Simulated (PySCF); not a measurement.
BF₄, charge −1, SMILES `F[B-](F)(F)F`.

Level of theory: PBE/def2-SVPD (PySCF), at a geometry from GFN2-xTB. No frequency check shows the geometry to be a minimum.

Geometry (Å), atoms numbered from 1:

```
F1      -0.8025    0.8090    0.7959
B2       0.0000    0.0000   -0.0000
F3      -0.8025   -0.8090   -0.7959
F4       0.8025    0.7960   -0.8089
F5       0.8025   -0.7960    0.8089
```

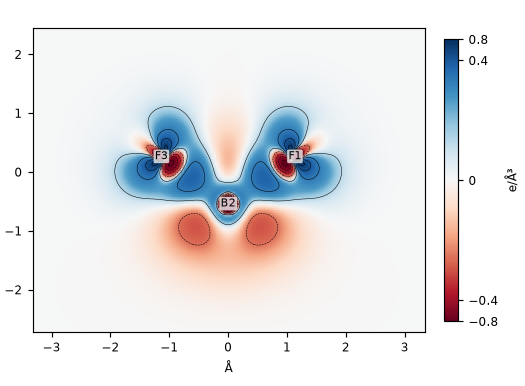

Deformation density (molecule less spherical, spin-averaged free atoms) in the plane of F1, B2 and F3; colour scale in e/Å³, logarithmic beyond ±0.1; blue: gain, red: loss.

> Describe the bonding that the map shows.

B2–F3 and F1–B2: +0.16 e/Å³ at the bond critical point (bond length 1.39 Å). In all, 1.5 electrons gather in the regions of gain relative to the promolecule of neutral atoms (this includes the anion's extra charge).
